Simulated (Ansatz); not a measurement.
# U-wB97M-V/def2-SVPD run of GaHClO (SMILES [O][GaH][Cl])

Aim: the electronic atomisation energy of GaHClO at U-wB97M-V/def2-SVPD, from 5 runs. 

The results are computed with Ansatz 0.2.0.

70 further runs of the same task are left out: 1 that didn't finish, 69 set aside as unsound or not needed. Runs told in other sessions of the task aren't counted.

## 1. The structure to begin with

GaHClO: 4 atoms, total charge 0, spin state doublet. SMILES: `[O][GaH][Cl]`. Geometry: relaxed at PBE0-D4/def2-TZVP.

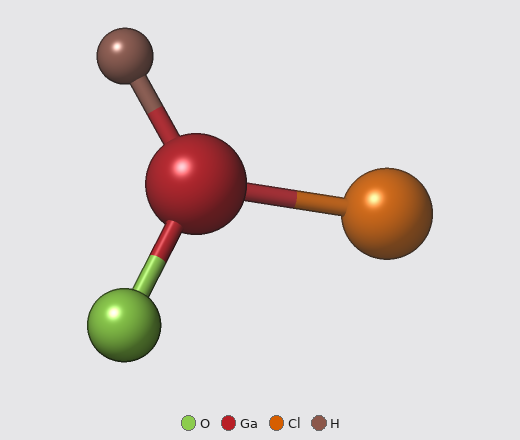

Viewed from a chosen angle; oxygen green, gallium red, chlorine orange, hydrogen brown.

## 2. A single-point energy at U-wB97M-V/def2-SVPD

Input file run.yaml:

```yaml
crystal:
  periodic: [false, false, false]
  atoms:
    - {symbol: O, position_ang: [-1.739800, -0.117700, -0.212200]}
    - {symbol: Ga, position_ang: [0.030900, 0.144300, -0.061200]}
    - {symbol: Cl, position_ang: [1.050700, -1.557300, 0.708800]}
    - {symbol: H, position_ang: [0.713700, 1.470500, -0.455700]}
basis:
  gaussian: {orbitals: def2-SVPD}
magnetization: {spin_polarized: true, initial_magnetization: 1}
hamiltonian: {xc: {name: wB97M-V}}
accuracy: high
output: {orbitals: {seedname: orbitals}}
```

On the command line:

```console
$ ansatz run run.yaml --threads 1 --pin off --max-ram 3480MiB --events-out events.jsonl --progress --plain --runs-dir runs
```

Log:

```text
Warning: RAYON_NUM_THREADS=1 ignored (pool sized by the plan → 1); use --threads N
Functional definition: wB97M-V
  name "wB97M-V"
  parameter omega = 0.3/bohr
  parameter cx = 0.15
  parameter cx01 = 1.007
  parameter cx10 = 0.259
  parameter css00 = 0.443
  parameter css04 = -1.437
  parameter css10 = -4.535
  parameter css20 = -3.390
  parameter css43 = 4.278
  parameter cos00 = 1.000
  parameter cos10 = 1.358
  parameter cos20 = 2.924
  parameter cos21 = -8.812
  parameter cos60 = -1.390
  parameter cos61 = 9.142
  parameter b = 6.0
  parameter c = 0.01
  gx(w, u) = 1 - cx + cx01*u + cx10*w
  gss(w, u) = css00 + css04*u^4 + css10*w + css20*w^2 + css43*w^4*u^3
  gos(w, u) = cos00 + cos10*w + (cos20 + cos21*u)*w^2 + (cos60 + cos61*u)*w^6
  exchange = spin_sum(e_x_unif_sr(omega)*gx(b97_w, b97_u_x)) + cx*exact_x_sr(omega) + exact_x_lr(omega)
  correlation = spin_sum(e_c_pw_mod_same_spin*gss(b97_w, b97_u_same))
      + integral(e_c_pw_mod_opposite_spin*gos(b97_w_opposite, b97_u_opposite)) + vv10(b, c)
1788 factors; integrals over basis functions are off by at most 4.1e-9 eV
452 factors; integrals over basis functions are off by at most 1.4e-9 eV
mean field evaluation 1: about -66935.1233 eV, gradient 4.7e1 eV
mean field evaluation 2: about -66841.6611 eV, gradient 1.3e2 eV
mean field evaluation 4: about -66946.6452 eV, gradient 1.1e1 eV
mean field evaluation 8: about -66947.7407 eV, gradient 7.2e-1 eV
mean field evaluation 16: about -66947.8438 eV, gradient 4.4e-2 eV
mean field evaluation 32: about -66947.8438 eV, gradient 3.4e-5 eV
mean field -66947.84384002 eV, -2460.2878822422 hartree, gradient 4.2e-8 eV, S^2 0.754810; 4 other end points of the search recorded, 0 dependent functions left out
reference -66947.84384335 eV, -2460.2878823646 hartree; 29, 28 occupied and 67, 68 virtual orbitals, 1788 factors
Total energy: -66947.84384335 eV, -2460.2878823646 hartree
```

Wall time 3.6 min (1 thread of Arm Neoverse V2, shared host); peak memory 1 GiB.

## 3. The Cl atom, same level

Input file input.yaml:

```yaml
crystal:
  periodic: [false, false, false]
  atoms:
    - {symbol: Cl, position_ang: [0.000000, 0.000000, 0.000000]}
basis:
  gaussian: {orbitals: def2-SVPD}
magnetization: {spin_polarized: true, initial_magnetization: 1}
hamiltonian: {xc: {name: wB97M-V}}
accuracy: high
```

On the command line:

```console
$ ansatz run input.yaml --threads 1 --pin off --max-ram 3480MiB --events-out events.jsonl --progress --plain --runs-dir runs
```

Log (excerpt; [...] marks lines left out):

```text
Warning: RAYON_NUM_THREADS=1 ignored (pool sized by the plan → 1); use --threads N
[... 2 set-up lines as earlier in the session ...]
[...]
  gx(w, u) = 1 - cx + cx01*u + cx10*w
  gss(w, u) = css00 + css04*u^4 + css10*w + css20*w^2 + css43*w^4*u^3
  gos(w, u) = cos00 + cos10*w + (cos20 + cos21*u)*w^2 + (cos60 + cos61*u)*w^6
[...]
      + integral(e_c_pw_mod_opposite_spin*gos(b97_w_opposite, b97_u_opposite)) + vv10(b, c)
222 factors; integrals over basis functions are off by at most 2.5e-9 eV
105 factors; integrals over basis functions are off by at most 2.0e-9 eV
[...]
mean field -12516.63766849 eV, -459.9779502354 hartree, gradient 6.3e-8 eV, S^2 0.751636; 0 other end points of the search recorded, 0 dependent functions left out
reference -12516.63767032 eV, -459.9779503026 hartree; 9, 8 occupied and 18, 19 virtual orbitals, 222 factors
Total energy: -12516.63767032 eV, -459.9779503026 hartree
```

It took 7.2 s on 1 thread of Arm Neoverse V2, shared host; peak memory 0.23 GiB.

## 4. The Ga atom, same level

Input file in.yaml:

```yaml
crystal:
  periodic: [false, false, false]
  atoms:
    - {symbol: Ga, position_ang: [0.000000, 0.000000, 0.000000]}
basis:
  gaussian: {orbitals: def2-SVPD}
magnetization: {spin_polarized: true, initial_magnetization: 1}
hamiltonian: {xc: {name: wB97M-V}}
accuracy: high
```

Run the same way, it converges to -1924.45985 Eh (log not shown).

## 5. The H atom, same level

Input file molecule.yaml:

```yaml
crystal:
  periodic: [false, false, false]
  atoms:
    - {symbol: H, position_ang: [0.000000, 0.000000, 0.000000]}
basis:
  gaussian:
    orbitals: def2-SVPD
magnetization:
  spin_polarized: true
  initial_magnetization: 1
hamiltonian:
  xc: {name: wB97M-V}
accuracy: high
```

Run the same way, it converges to -0.49171 Eh (log not shown).

## 6. The O atom at the same level

Input file in.yaml:

```yaml
crystal:
  periodic: [false, false, false]
  atoms:
    - {symbol: O, position_ang: [0.000000, 0.000000, 0.000000]}
basis:
  gaussian: {orbitals: def2-SVPD}
magnetization: {spin_polarized: true, initial_magnetization: 2}
hamiltonian: {xc: {name: wB97M-V}}
accuracy: high
```

Run the same way, it converges to -74.98900 Eh (log not shown).

## 7. Results

Level: U-wB97M-V/def2-SVPD.

| quantity | value |
| --- | --- |
| molecule: total energy | -2460.28788 Eh |
| molecule: HOMO energy (highest over α and β) | -11.50 eV |
| molecule: LUMO energy (lowest over α and β) | -2.32 eV |
| molecule: ⟨S²⟩ | 0.755 |
| Cl atom: total energy | -459.97795 Eh |
| Cl atom: ⟨S²⟩ | 0.752 |
| Ga atom: total energy | -1924.45985 Eh |
| Ga atom: ⟨S²⟩ | 0.753 |
| H atom: total energy | -0.49171 Eh |
| H atom: ⟨S²⟩ | 0.750 |
| O atom: total energy | -74.98900 Eh |
| O atom: ⟨S²⟩ | 2.005 |
| electronic atomisation energy | 10.051 eV |

What this shows: Taking the molecule apart into free atoms costs 10.05 eV (970 kJ/mol), before zero-point energy and without spin-orbit coupling.
